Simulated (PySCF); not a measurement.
**Property calculation of CH$_{7}$B$_{2}$Ga**

System: CH$_{7}$B$_{2}$Ga.
Method: BP86/6-31G*, RKS (PySCF 2.14.0).

The geometry comes from this level: GFN2-xTB.

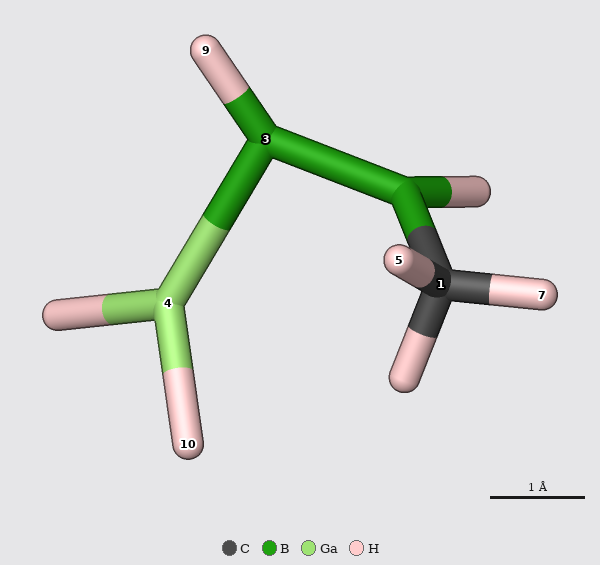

The structure (stick view, seen at a tilt; atoms are numbered from 1 in the order of the input). Sticks mark near contacts. Bond lengths as drawn: B–B 1.58 Å, B–C 1.60 Å, B–Ga 2.14 Å, B–H 1.17 to 1.18 Å, C–H 1.09 to 1.10 Å and Ga–H 1.62 to 1.63 Å.

### Input file (calc.py)
```python
import numpy
from pyscf import gto, scf, dft, lo

system = gto.Mole()
system.atom = '''
C     -2.142288     2.157387     0.428099
B     -1.606551    -0.696459     1.250394
B      1.184650    -1.440179     1.974745
Ga     2.828372    -1.561575    -1.721767
H     -1.054335     3.561378     1.465917
H     -1.562312     2.295035    -1.560328
H     -4.125215     2.688173     0.515631
H     -3.236647    -2.142628     0.762372
H      2.529436    -1.766610     3.696550
H      2.442981     0.564782    -3.897711
H      4.741871    -3.659341    -2.913901
'''
system.max_memory = 1860
system.basis = '6-31g*'
system.verbose = 4
system.spin = 0
system.unit = 'bohr'
system.build()

myscf = dft.RKS(system)
myscf.xc = 'bp86'
myscf.conv_tol = 0.0001
myscf.grids.level = 4
myscf.kernel()

e_tot = myscf.e_tot
print('Final energy', e_tot)
myscf.analyze()
quad = myscf.quad_moment()
occ = myscf.mo_coeff[:, myscf.mo_occ > 0]
iaos = lo.vec_lowdin(lo.iao.iao(system, occ), myscf.get_ovlp())
c = iaos.T @ myscf.get_ovlp() @ occ
pop_iao, q_iao = scf.hf.mulliken_pop(lo.iao.reference_mol(system), (c * myscf.mo_occ[myscf.mo_occ > 0]) @ c.T, numpy.eye(c.shape[0]), verbose=0)
print('IAO charges', numpy.round(q_iao, 4))
```

Launch command:
```bash
OMP_NUM_THREADS=1 python calc.py
```

### What the program printed
```
PySCF version 2.14.0

[INPUT] num. atoms = 11
[INPUT] num. electrons = 54
[INPUT] charge = 0
[INPUT] spin (= nelec alpha-beta = 2S) = 0
[INPUT] symmetry False subgroup None
[INPUT] Mole.unit = bohr
[INPUT] Symbol           X                Y                Z      unit          X                Y                Z       unit  Magmom
[INPUT]  1 C     -1.133649988827   1.141640035535   0.226540234818 AA   -2.142288000000   2.157387000000   0.428099000000 Bohr   0.0
[INPUT]  2 B     -0.850150177381  -0.368550231140   0.661680009471 AA   -1.606551000000  -0.696459000000   1.250394000000 Bohr   0.0
[INPUT]  3 B      0.626889782916  -0.762109906446   1.044990051378 AA    1.184650000000  -1.440179000000   1.974745000000 Bohr   0.0
[INPUT]  4 Ga     1.496710006404  -0.826349903142  -0.911119858914 AA    2.828372000000  -1.561575000000  -1.721767000000 Bohr   0.0
[INPUT]  5 H     -0.557930054675   1.884600077072   0.775729869500 AA   -1.054335000000   3.561378000000   1.465917000000 Bohr   0.0
[INPUT]  6 H     -0.826739906747   1.214480220264  -0.825690019160 AA   -1.562312000000   2.295035000000  -1.560328000000 Bohr   0.0
[INPUT]  7 H     -2.182969768145   1.422519890610   0.272860174444 AA   -4.125215000000   2.688173000000   0.515631000000 Bohr   0.0
[INPUT]  8 H     -1.712759832193  -1.133829909079   0.403429888644 AA   -3.236647000000  -2.142628000000   0.762372000000 Bohr   0.0
[INPUT]  9 H      1.338519887681  -0.934849752583   1.956130019026 AA    2.529436000000  -1.766610000000   3.696550000000 Bohr   0.0
[INPUT] 10 H      1.292769871911   0.298869763538  -2.062579835952 AA    2.442981000000   0.564782000000  -3.897711000000 Bohr   0.0
[INPUT] 11 H      2.509290070322  -1.936439864185  -1.541970004077 AA    4.741871000000  -3.659341000000  -2.913901000000 Bohr   0.0

nuclear repulsion = 194.86100643348
number of shells = 44
number of NR pGTOs = 204
number of NR cGTOs = 88
basis = 6-31g*
ecp = {}

******** <class 'pyscf.dft.rks.RKS'> ********
method = RKS
initial guess = minao
damping factor = 0
level_shift factor = 0
DIIS = <class 'pyscf.scf.diis.CDIIS'>
diis_start_cycle = 1
diis_space = 8
diis_damp = 0
SCF conv_tol = 0.0001
SCF conv_tol_grad = None
SCF max_cycles = 50
direct_scf = True
direct_scf_tol = 1e-13
XC library pyscf.dft.libxc version 7.0.0
    S. Lehtola, C. Steigemann, M. J.T. Oliveira, and M. A.L. Marques.,  SoftwareX 7, 1–5 (2018)
XC functionals = bp86
    A. D. Becke.,  Phys. Rev. A 38, 3098 (1988)
    J. P. Perdew.,  Phys. Rev. B 33, 8822 (1986)
radial grids:
    Treutler-Ahlrichs [JCP 102, 346 (1995); DOI:10.1063/1.469408] (M4) radial grids

becke partition: Becke, JCP 88, 2547 (1988); DOI:10.1063/1.454033
pruning grids: <function nwchem_prune>
grids dens level: 4
symmetrized grids: False
atomic radii adjust function: <function treutler_atomic_radii_adjust>
small_rho_cutoff = 0
Set gradient conv threshold to 0.01
Initial guess from minao.
tot grids = 225152
init E= -2016.17567211512
  HOMO = -0.288869226293944  LUMO = -0.177026723955899  gap/eV = 3.04339
cycle= 1 E= -2016.64532229232  delta_E= -0.47  |g|= 0.817  |ddm|= 2.91
  HOMO = -0.16498312669439  LUMO = -0.122056098431532  gap/eV = 1.16810
cycle= 2 E= -2016.22563884852  delta_E= 0.42  |g|=  1.5  |ddm|= 1.97
  HOMO = -0.216810551984009  LUMO = -0.119299297962477  gap/eV = 2.65342
cycle= 3 E= -2016.74350501648  delta_E= -0.518  |g|= 0.208  |ddm|= 1.72
  HOMO = -0.221689875323837  LUMO = -0.127309695607535  gap/eV = 2.56822
cycle= 4 E= -2016.76147021513  delta_E= -0.018  |g|= 0.0804  |ddm|= 0.446
  HOMO = -0.224009439345696  LUMO = -0.12873270128489  gap/eV = 2.59261
cycle= 5 E= -2016.76344849753  delta_E= -0.00198  |g|= 0.0236  |ddm|= 0.102
  HOMO = -0.224151105511057  LUMO = -0.12828684212185  gap/eV = 2.60860
cycle= 6 E= -2016.76367872885  delta_E= -0.00023  |g|= 0.00695  |ddm|= 0.0507
  HOMO = -0.223232152244317  LUMO = -0.127605509976073  gap/eV = 2.60213
cycle= 7 E= -2016.76369657023  delta_E= -1.78e-05  |g|= 0.00201  |ddm|= 0.0112
  HOMO = -0.223751210018663  LUMO = -0.127943636390641  gap/eV = 2.60706
Extra cycle  E= -2016.76369486645  delta_E= 1.7e-06  |g|= 0.00301  |ddm|= 0.00621
converged SCF energy = -2016.76369486645
Final energy -2016.7636948664535
**** SCF Summaries ****
Total Energy =                       -2016.763694866453534
Nuclear Repulsion Energy =             194.861006433480213
One-electron Energy =                -3191.765365070975349
Two-electron Energy =                  980.140663771041773
Two-electron Coulomb Energy =         1071.501109655619757
DFT Exchange-Correlation Energy =      -91.360445884577928
HOMO-LUMO gap [eV] =                     2.607056869631683
**** MO energy ****
MO #1   energy= -371.056743390897  occ= 2
MO #2   energy= -45.3868817716776  occ= 2
MO #3   energy= -40.2340977540296  occ= 2
MO #4   energy= -40.230334649542   occ= 2
MO #5   energy= -40.2302036285652  occ= 2
MO #6   energy= -9.88854159871233  occ= 2
MO #7   energy= -6.52506054194622  occ= 2
MO #8   energy= -6.49885096969953  occ= 2
MO #9   energy= -5.29588939936039  occ= 2
MO #10  energy= -3.62816862422171  occ= 2
MO #11  energy= -3.61685140742512  occ= 2
MO #12  energy= -3.61627305134648  occ= 2
MO #13  energy= -0.74232116132278  occ= 2
MO #14  energy= -0.737718840910945 occ= 2
MO #15  energy= -0.737456399710688 occ= 2
MO #16  energy= -0.733341289850383 occ= 2
MO #17  energy= -0.73104408074718  occ= 2
MO #18  energy= -0.636041766932643 occ= 2
MO #19  energy= -0.481757225654326 occ= 2
MO #20  energy= -0.405342649151878 occ= 2
MO #21  energy= -0.386877888572897 occ= 2
MO #22  energy= -0.366032791481426 occ= 2
MO #23  energy= -0.355248489215974 occ= 2
MO #24  energy= -0.291129279603104 occ= 2
MO #25  energy= -0.284506698772866 occ= 2
MO #26  energy= -0.253434601242294 occ= 2
MO #27  energy= -0.223751210018663 occ= 2
MO #28  energy= -0.127943636390641 occ= 0
MO #29  energy= -0.0773574935167551 occ= 0
MO #30  energy= -0.0462874524905996 occ= 0
MO #31  energy= 0.0227902341306003 occ= 0
MO #32  energy= 0.0601219126361783 occ= 0
MO #33  energy= 0.0751141282880634 occ= 0
MO #34  energy= 0.0798114489008221 occ= 0
MO #35  energy= 0.107125333455036  occ= 0
MO #36  energy= 0.119948548449428  occ= 0
MO #37  energy= 0.133500397713873  occ= 0
MO #38  energy= 0.137777701329523  occ= 0
MO #39  energy= 0.150515594599604  occ= 0
MO #40  energy= 0.187751045020081  occ= 0
MO #41  energy= 0.202244199556368  occ= 0
MO #42  energy= 0.216494433774296  occ= 0
MO #43  energy= 0.246800152509941  occ= 0
MO #44  energy= 0.277382260407034  occ= 0
MO #45  energy= 0.340790403840879  occ= 0
MO #46  energy= 0.358795031328655  occ= 0
MO #47  energy= 0.382930060226105  occ= 0
MO #48  energy= 0.430516302688729  occ= 0
MO #49  energy= 0.438827789788152  occ= 0
MO #50  energy= 0.45616574162743   occ= 0
MO #51  energy= 0.483919884272119  occ= 0
MO #52  energy= 0.508772644323042  occ= 0
MO #53  energy= 0.537323435564314  occ= 0
MO #54  energy= 0.584522118828671  occ= 0
MO #55  energy= 0.59732964261491   occ= 0
MO #56  energy= 0.617481282332613  occ= 0
MO #57  energy= 0.642009946177941  occ= 0
MO #58  energy= 0.687197764248818  occ= 0
MO #59  energy= 0.752676033408331  occ= 0
MO #60  energy= 0.819748125030087  occ= 0
MO #61  energy= 0.843784164160092  occ= 0
MO #62  energy= 0.858846045881595  occ= 0
MO #63  energy= 0.898631669847286  occ= 0
MO #64  energy= 0.91306978808801   occ= 0
MO #65  energy= 0.914821678342263  occ= 0
MO #66  energy= 0.988294882824739  occ= 0
MO #67  energy= 1.05967836582173   occ= 0
MO #68  energy= 1.18324447159384   occ= 0
MO #69  energy= 1.22554743038487   occ= 0
MO #70  energy= 1.28019526190336   occ= 0
MO #71  energy= 1.3374905269853    occ= 0
MO #72  energy= 1.37370103534805   occ= 0
MO #73  energy= 1.51481638167343   occ= 0
MO #74  energy= 1.51660494700176   occ= 0
MO #75  energy= 1.60359780856208   occ= 0
MO #76  energy= 1.6742814553386    occ= 0
MO #77  energy= 1.86493610543394   occ= 0
MO #78  energy= 1.90120170070973   occ= 0
MO #79  energy= 1.9759644083042    occ= 0
MO #80  energy= 2.12240067069986   occ= 0
MO #81  energy= 2.21963081053447   occ= 0
MO #82  energy= 2.28474184281958   occ= 0
MO #83  energy= 2.35010883168846   occ= 0
MO #84  energy= 2.74616492163582   occ= 0
MO #85  energy= 2.7902737453865    occ= 0
MO #86  energy= 2.79416680841964   occ= 0
MO #87  energy= 2.83698087131925   occ= 0
MO #88  energy= 2.93354186475986   occ= 0
 ** Mulliken pop on meta-lowdin orthogonal AOs  **
 ** Mulliken pop  **
pop of  0 C 1s            1.99985
pop of  0 C 2s            1.01503
pop of  0 C 3s            0.00177
pop of  0 C 2px           1.11684
pop of  0 C 2py           1.13046
pop of  0 C 2pz           1.10009
pop of  0 C 3px           0.00285
pop of  0 C 3py           0.00245
pop of  0 C 3pz           0.00236
pop of  0 C 3dxy          0.00082
pop of  0 C 3dyz          0.00050
pop of  0 C 3dz^2         0.00127
pop of  0 C 3dxz          0.00058
pop of  0 C 3dx2-y2       0.00094
pop of  1 B 1s            1.99965
pop of  1 B 2s            0.85917
pop of  1 B 3s            0.00385
pop of  1 B 2px           0.90729
pop of  1 B 2py           0.89241
pop of  1 B 2pz           0.38044
pop of  1 B 3px           0.00861
pop of  1 B 3py           0.00795
pop of  1 B 3pz           0.00257
pop of  1 B 3dxy          0.00106
pop of  1 B 3dyz          0.00046
pop of  1 B 3dz^2         0.00061
pop of  1 B 3dxz          0.00040
pop of  1 B 3dx2-y2       0.00097
pop of  2 B 1s            1.99968
pop of  2 B 2s            0.92229
pop of  2 B 3s            0.00392
pop of  2 B 2px           1.03127
pop of  2 B 2py           0.15217
pop of  2 B 2pz           0.98027
pop of  2 B 3px           0.00740
pop of  2 B 3py           0.00216
pop of  2 B 3pz           0.00580
pop of  2 B 3dxy          0.00020
pop of  2 B 3dyz          0.00016
pop of  2 B 3dz^2         0.00119
pop of  2 B 3dxz          0.00117
pop of  2 B 3dx2-y2       0.00073
pop of  3 Ga 1s           2.00000
pop of  3 Ga 2s           1.99996
pop of  3 Ga 3s           1.99867
pop of  3 Ga 4s           1.22147
pop of  3 Ga 5s           0.00570
pop of  3 Ga 2px          2.00000
pop of  3 Ga 2py          2.00000
pop of  3 Ga 2pz          2.00000
pop of  3 Ga 3px          1.99993
pop of  3 Ga 3py          1.99996
pop of  3 Ga 3pz          1.99996
pop of  3 Ga 4px          0.30920
pop of  3 Ga 4py          0.63787
pop of  3 Ga 4pz          0.66124
pop of  3 Ga 5px          0.00267
pop of  3 Ga 5py          0.00447
pop of  3 Ga 5pz          0.00812
pop of  3 Ga 3dxy         1.99750
pop of  3 Ga 3dyz         1.99668
pop of  3 Ga 3dz^2        1.99730
pop of  3 Ga 3dxz         1.99755
pop of  3 Ga 3dx2-y2      1.99820
pop of  3 Ga 4dxy         0.00169
pop of  3 Ga 4dyz         0.00245
pop of  3 Ga 4dz^2        0.00140
pop of  3 Ga 4dxz         0.00142
pop of  3 Ga 4dx2-y2      0.00118
pop of  3 Ga 5dxy         0.00103
pop of  3 Ga 5dyz         0.00109
pop of  3 Ga 5dz^2        0.00087
pop of  3 Ga 5dxz         0.00090
pop of  3 Ga 5dx2-y2      0.00089
pop of  4 H 1s            0.88267
pop of  4 H 2s            0.00680
pop of  5 H 1s            0.85400
pop of  5 H 2s            0.00677
pop of  6 H 1s            0.87265
pop of  6 H 2s            0.00725
pop of  7 H 1s            0.95316
pop of  7 H 2s            0.00441
pop of  8 H 1s            0.92663
pop of  8 H 2s            0.00597
pop of  9 H 1s            1.04295
pop of  9 H 2s            0.00175
pop of  10 H 1s           1.03424
pop of  10 H 2s           0.00172
 ** Mulliken atomic charges  **
charge of    0C =     -0.37581
charge of    1B =     -0.06546
charge of    2B =     -0.10841
charge of    3Ga =      0.15066
charge of    4H =      0.11053
charge of    5H =      0.13923
charge of    6H =      0.12011
charge of    7H =      0.04243
charge of    8H =      0.06739
charge of    9H =     -0.04470
charge of   10H =     -0.03596
Dipole moment(X, Y, Z, Debye): -0.32100,  0.52996,  0.74623
Traceless quadrupole moment (Debye*A):

IAO charges [-0.5195 -0.028  -0.1734  0.3503  0.1437  0.171   0.156   0.0402  0.0638
 -0.108  -0.0959]
```

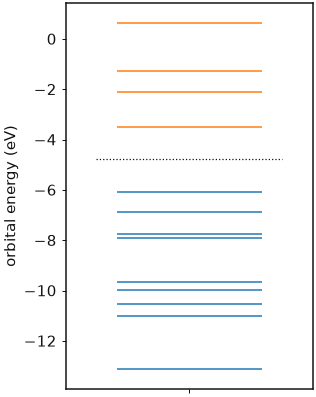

Orbital energies near the frontier; the dotted line parts filled from empty levels, and levels within 0.02 eV of each other stand side by side. Highest filled −6.09 eV, lowest empty −3.48 eV, 2.61 eV apart.

### Results in brief

```json
{"quantity": "outcome", "value": "converged"}
{"quantity": "total energy", "value": "−2016.763695 hartree"}
{"quantity": "basis functions", "value": "88"}
{"quantity": "HOMO", "value": "−6.09 eV"}
{"quantity": "LUMO", "value": "−3.48 eV"}
{"quantity": "dipole moment", "value": "0.97 D"}
{"quantity": "hardware", "value": "1 thread of Arm Neoverse V1, 24 GiB of memory available, shared host"}
{"quantity": "wall time", "value": "15 s"}
{"quantity": "peak memory", "value": "0.45 GiB"}
```
